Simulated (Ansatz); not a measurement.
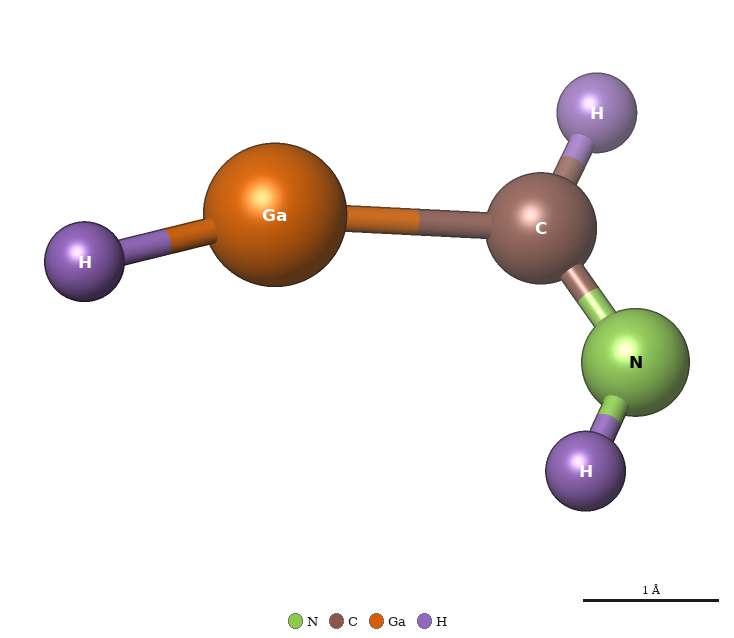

Distant atoms are faded towards the background colour. The species has charge +1 and is a spin singlet. Computed geometry: PBE-D4/def2-SVP optimisation. No frequency run is at hand to confirm it as a minimum. Masses are those of the most abundant isotopes; constants are for the rigid equilibrium geometry.

Question: What kind of rotor is it, and what are its rotational constants in MHz?

Answer: An asymmetric top (Cs): A = 49439, B = 3872, C = 3591 MHz. Ray's parameter κ is −0.99, close to the prolate limit.
